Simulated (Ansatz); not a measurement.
WPH5F4: several calculations on one system

**1. Relaxation**

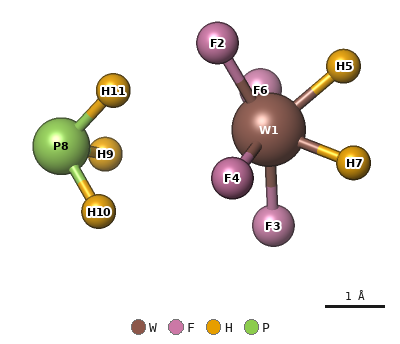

Starting structure of WPH₅F₄. Style: ball-and-stick. Shown at a tilt.

The run prepares an end point of a later path (reaction) calculation, from a guessed geometry.

All numbers below come from Ansatz, RKS PBE/def2-SVP.

Input
```yaml
crystal:
  periodic: [false, false, false]
  atoms:
    - { symbol: W, position_ang: [0.013116, 0.120609, -0.106332] }
    - { symbol: F, position_ang: [-0.796266, 0.677475, 1.481935] }
    - { symbol: F, position_ang: [1.450273, -0.03579, -1.308271] }
    - { symbol: F, position_ang: [-0.283111, 1.905603, -0.62779] }
    - { symbol: H, position_ang: [-1.237109, -1.010177, -0.029587] }
    - { symbol: F, position_ang: [0.89718, -1.277218, 0.790059] }
    - { symbol: H, position_ang: [-0.853341, -0.134645, -1.530416] }
    - { symbol: P, position_ang: [2.453888, 1.906148, 1.925004] }
    - { symbol: H, position_ang: [2.95956, 0.61106, 1.552484] }
    - { symbol: H, position_ang: [2.294019, 2.335486, 0.560955] }
    - { symbol: H, position_ang: [1.100891, 1.460049, 2.048158] }
basis:
  gaussian: { orbitals: def2-SVP }
hamiltonian:
  xc: pbe
relax:
  f_tol: 0.03
  max_steps: 50
```

Launched with:
```bash
ansatz run input.yaml --threads 4 --pin off --max-ram 5120MiB --backend cpu --events-out ev --progress --plain --runs-dir out
```

### What does the optimiser find from here?

H11 moves most after the best rigid fit: 0.60 Å. By element the largest moves are H 0.60 Å, P 0.25 Å, F 0.14 Å, W 0.10 Å. Among the contacts that change: W1–H11 2.760 → 3.445 Å, W1–F2 1.868 → 1.880 Å, P8–H11 1.430 → 1.440 Å. After 9 accepted moves (11 points after the start) the energy has fallen by 0.072 eV. Largest force component: 0.48 eV/Å at the start, 0.014 eV/Å at the end. The line search rejected the trial steps at points 4, 7 of the run. The forces were under the threshold at step 6, but the run went on from there. Cost: 27 s on 4 threads of Arm Neoverse V1, on a shared host, peak memory 0.2 GiB.

Final geometry:

```xyz
11

W    -0.0381    0.0678   -0.1689
F    -0.8917    0.5851    1.4238
F     1.4241   -0.0315   -1.3438
F    -0.3389    1.8581   -0.6523
H    -1.2641   -1.0936   -0.1235
F     0.8757   -1.3066    0.7300
H    -0.8681   -0.1753   -1.6197
P     2.7025    1.9553    1.9026
H     2.7913    0.5520    1.5895
H     2.2375    2.3133    0.5859
H     1.3690    1.8340    2.4326
```

The end point in the same view:

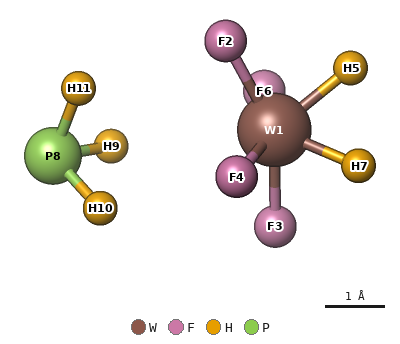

**2. Relaxation**

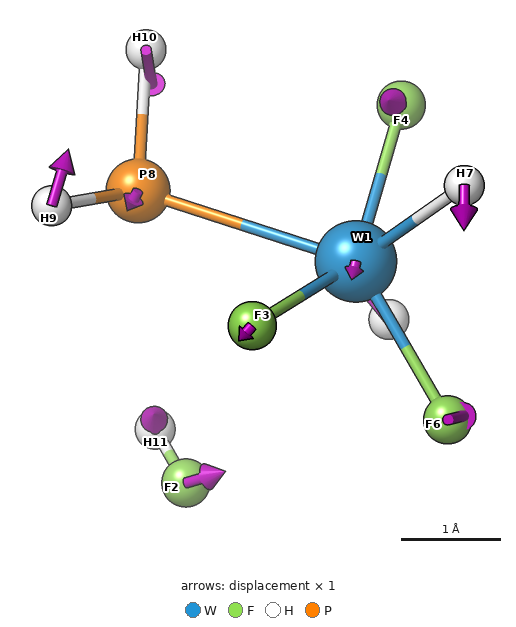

A relaxation of WPH5F4. The starting structure is drawn; purple arrows show the displacements, at their true length. The two geometries are superimposed by the best rigid fit.

Style: ball-and-stick. Shown at a tilt.

The run prepares an end point of a later path (reaction) calculation, from a guessed geometry.

The calculation used RKS PBE/def2-SVP (Ansatz 0.2.0). Set-up: no spin polarisation; force threshold 0.03 eV/Å; at most 50 steps.

Question: What happened in the run?

Answer: Over 19 accepted moves (23 points after the start) the energy falls by 5.63 kcal/mol. Largest force component: 0.44 eV/Å at the start, 0.013 eV/Å at the end. The line search rejected the trial steps at points 4, 7, 11, 16 of the run. An H atom moves most after the best rigid fit: 0.97 Å. By element the largest moves are H 0.97 Å, F 0.76 Å, P 0.26 Å, W 0.21 Å. Some distances before and after: F–W 3.046 → 2.480 Å, H–P 2.618 → 2.076 Å, H–W 3.218 → 2.698 Å, P–W 2.461 → 2.579 Å. Bond angles that change, for instance: F–W–F 81.1° → 109.3°, H–W–P 88.0° → 64.0°, F–W–F 142.3° → 123.4°.

Limits of the set-up: the start holds two separate molecules, 2.6 Å apart at their closest, whose relative position is a soft coordinate and is computed without a dispersion correction.

**3. Path**

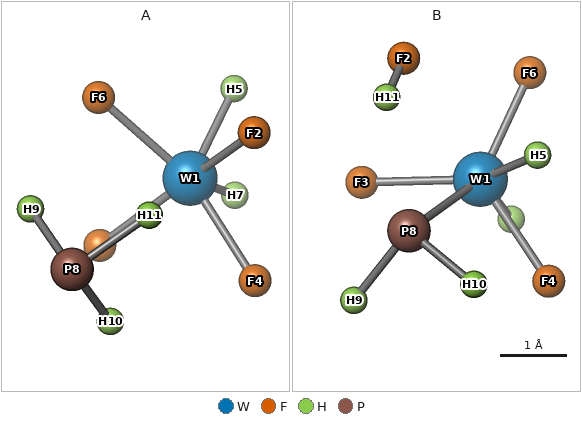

The two relaxed end points of a path for WPH5F4, made up at the start of WH$_{2}$F$_{4}$ and PH3. Style: ball-and-stick. Shown from a free direction.

Theory: RKS PBE/def2-SVP in Ansatz.

Run with 5 movable images; climbing image; force threshold 0.05 eV/Å; iteration limit 60.

Start:
```xyz
11

W    -0.0387    0.0684   -0.1686
F    -0.8912    0.5858    1.4247
F     1.4227   -0.0314   -1.3443
F    -0.3387    1.8590   -0.6513
H    -1.2654   -1.0923   -0.1228
F     0.8747   -1.3068    0.7294
H    -0.8698   -0.1737   -1.6190
P     2.7041    1.9537    1.9019
H     2.7919    0.5505    1.5883
H     2.2386    2.3124    0.5854
H     1.3709    1.8330    2.4326
```

End:
```xyz
11

W     0.2559    0.1125   -0.1897
F     0.4961   -0.6418    2.1605
F     1.8128   -0.9284   -0.0918
F     0.1057    1.6600   -1.2597
H    -0.5650    1.2256    0.8370
F    -1.2161   -0.9394    0.2527
H     0.0109   -0.3974   -1.8134
P     1.7545    1.6838    1.2021
H     2.9513    1.6543    0.4075
H     1.3285    3.0058    0.8666
H     1.0644    0.1237    2.3843
```

Question: What barrier does the band find between them, and by what path?

Answer: The energy climbs by 1.84 eV to image 3 and then falls by 0.48 eV, so the end point sits at +1.36 eV. Breaking: P8–H11 (1.44 → 2.18 at the top → 2.08 Å), W1–F2 (1.88 → 2.71 at the top → 2.48 Å). Forming: F2–H11 (2.77 → 0.96 at the top → 0.98 Å), W1–P8 (3.92 → 2.56 at the top → 2.58 Å). The band converged in 21 iterations. The largest component of the band force went from 10 to 0.04 eV/Å. The climbing image converged on the top of the path. Its vibrational analysis gives one imaginary mode (152i cm⁻¹), as a transition state must have.

Energies of the converged images:

| image | path (Å) | E (eV) |
| --- | --- | --- |
| 0 | 0.00 | 0.000 |
| 1 | 1.40 | 0.163 |
| 2 | 2.80 | 1.367 |
| 3 | 4.20 | 1.843 |
| 4 | 5.38 | 1.573 |
| 5 | 6.56 | 1.481 |
| 6 | 7.73 | 1.360 |

The geometry at the top of the path:

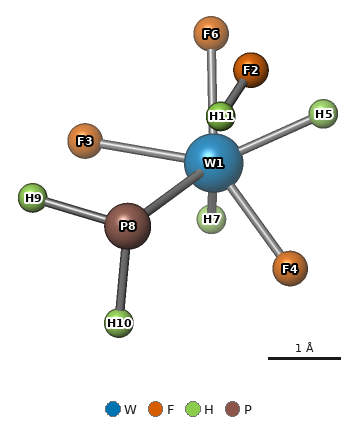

Limits of the set-up: the start holds two separate molecules, 2.8 Å apart at their closest, whose relative position is a soft coordinate and is computed without a dispersion correction.
